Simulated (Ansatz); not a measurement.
# PBE-QIDH/6-31G(d) (spherical functions) run of GeSiH3ClO (SMILES Cl[SiH]1[O][GeH2]1)

Aim: the vertical ionisation energy of GeSiH3ClO at PBE-QIDH/6-31G* (spherical functions), from 2 runs. 

The calculation is run with Ansatz 0.2.0.

123 further runs of the same task are left out: 123 set aside as unsound or not needed.

## (1) Starting point

The species is GeSiH3ClO (7 atoms), meant as a singlet with charge 0. As SMILES, `Cl[SiH]1[O][GeH2]1`. The coordinates come from a PBE0-D4/def2-TZVP relaxation.

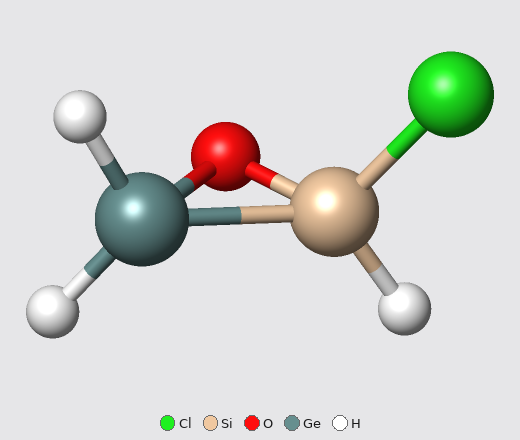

Viewed from a chosen angle; chlorine green, silicon light orange, oxygen red, germanium teal, hydrogen white.

## (2) A single-point energy at PBE-QIDH/6-31G(d) (spherical functions)

The input, in.yaml:

```yaml
crystal:
  periodic: [false, false, false]
  atoms:
    - {symbol: Cl, position_ang: [0.946700, -2.488800, 0.655700]}
    - {symbol: Si, position_ang: [-0.269300, -1.038200, -0.101800]}
    - {symbol: O, position_ang: [0.399800, 0.013200, -1.157400]}
    - {symbol: Ge, position_ang: [0.044800, 1.152900, 0.326900]}
    - {symbol: H, position_ang: [-1.538000, -1.691900, -0.484400]}
    - {symbol: H, position_ang: [-0.900200, 2.274100, -0.128200]}
    - {symbol: H, position_ang: [1.377500, 1.710600, 0.843500]}
basis:
  gaussian:
    orbitals: 6-31G_st_-spherical.json
correlation:
  frozen_orbitals: {Cl: 5, Ge: 9, H: 0, O: 1, Si: 5}
output:
  orbitals: {seedname: orbitals}
accuracy: high
hamiltonian:
  xc: {name: PBE-QIDH}
```

The basis set 6-31G* is read from a file made from the Basis Set Exchange's data (not shown).

The run is started by

```sh
$ ansatz run in.yaml --threads 1 --pin off --max-ram 3480MiB --events-out events.jsonl --progress --plain --runs-dir runs
```

Standard output:

```text
Warning: RAYON_NUM_THREADS=1 ignored (pool sized by the plan → 1); use --threads N
Functional definition: PBE-QIDH
  name "PBE-QIDH"
  parameter a = 3^(-1/3)
  parameter c = 1/3
  exchange = (1 - a)*pbe_x + a*exact_x
  correlation = (1 - c)*pbe_c + c*(mp2_os + mp2_ss)
1868 factors; integrals over basis functions are off by at most 5.8e-9 eV
mean field evaluation 1: about -78964.1355 eV, gradient 4.4e1 eV
mean field evaluation 2: about -78964.2035 eV, gradient 4.4e1 eV
mean field evaluation 4: about -78968.1387 eV, gradient 2.8e0 eV
mean field evaluation 8: about -78968.1716 eV, gradient 5.5e-2 eV
mean field evaluation 16: about -78968.1716 eV, gradient 2.7e-5 eV
mean field -78968.17160275 eV, -2902.0267798519 hartree, gradient 6.4e-8 eV, S^2 0.000000; 0 other end points of the search recorded, 0 dependent functions left out
20 core orbitals not correlated: weight in the atoms' cores, before any rotation towards them, 1.000 or more for the frozen orbitals, at most 0.000 for the correlated occupied ones
reference -78968.17160396 eV, -2902.0267798962 hartree; 17, 17 occupied and 51, 51 virtual orbitals, 1868 factors
second order -19.66829367 eV of doubles, -0.00000000 eV of singles
Total energy: -78974.72770185 eV, -2902.2677120498 hartree
```

Wall time 14 s (1 thread of Intel Xeon Platinum 8259CL at 2.50GHz (Skylake/Cascade Lake), shared host); peak memory 0.35 GiB.

## (3) The doublet cation, same level

in.yaml: that of step 2 with these lines changed.

```diff
@@ -13,8 +13,12 @@
     orbitals: 6-31G_st_-spherical.json
+total_charge: 1
+magnetization:
+  spin_polarized: true
+  initial_magnetization: 1
+hamiltonian:
+  xc: {name: PBE-QIDH}
 correlation:
   frozen_orbitals: {Cl: 5, Ge: 9, H: 0, O: 1, Si: 5}
+accuracy: high
 output:
   orbitals: {seedname: orbitals}
-accuracy: high
-hamiltonian:
-  xc: {name: PBE-QIDH}
```

The basis set 6-31G* is read from a file made from the Basis Set Exchange's data (not shown).

The run is started by

```sh
$ ansatz run in.yaml --threads 1 --pin off --max-ram 3480MiB --events-out events.jsonl --progress --plain --runs-dir runs
```

Standard output (excerpt; [...] marks lines left out):

```text
Warning: RAYON_NUM_THREADS=1 ignored (pool sized by the plan → 1); use --threads N
Functional definition: PBE-QIDH
  name "PBE-QIDH"
[...]
1868 factors; integrals over basis functions are off by at most 5.8e-9 eV
[...]
mean field -78959.04589429 eV, -2901.6914162516 hartree, gradient 5.4e-8 eV, S^2 0.767805; 0 other end points of the search recorded, 0 dependent functions left out
20 core orbitals not correlated: weight in the atoms' cores, before any rotation towards them, 1.000 or more for the frozen orbitals, at most 0.000 for the correlated occupied ones
reference -78959.04589548 eV, -2901.6914162953 hartree; 17, 16 occupied and 51, 52 virtual orbitals, 1868 factors
second order -19.03228325 eV of doubles, -0.00000000 eV of singles
Total energy: -78965.38998990 eV, -2901.9245574650 hartree
```

Run time: 26 s. Hardware: 1 thread of Intel Xeon Platinum 8259CL at 2.50GHz (Skylake/Cascade Lake), shared host; peak memory 0.53 GiB.

## (4) Outcome

At PBE-QIDH/6-31G* (spherical functions), 20 core orbitals frozen:

| quantity | value |
| --- | --- |
| singlet GeSiH3ClO: total energy | -2902.26771 Eh |
| singlet GeSiH3ClO: HOMO energy (SCF part's orbitals) | -8.91 eV |
| singlet GeSiH3ClO: LUMO energy (SCF part's orbitals) | 0.34 eV |
| singlet GeSiH3ClO: HOMO–LUMO gap (SCF part's orbitals) | 9.25 eV |
| doublet cation: total energy | -2901.92456 Eh |
| doublet cation: HOMO energy (SCF part's orbitals) (highest over α and β) | -16.14 eV |
| doublet cation: LUMO energy (SCF part's orbitals) (lowest over α and β) | -9.29 eV |
| doublet cation: ⟨S²⟩ | 0.768 |
| vertical ionisation energy (to the doublet cation) | 9.338 eV |

What this shows: The vertical ionisation energy comes to 9.34 eV (901 kJ/mol). The negative HOMO energy of the first species, 8.91 eV, lies 0.42 eV below that difference.
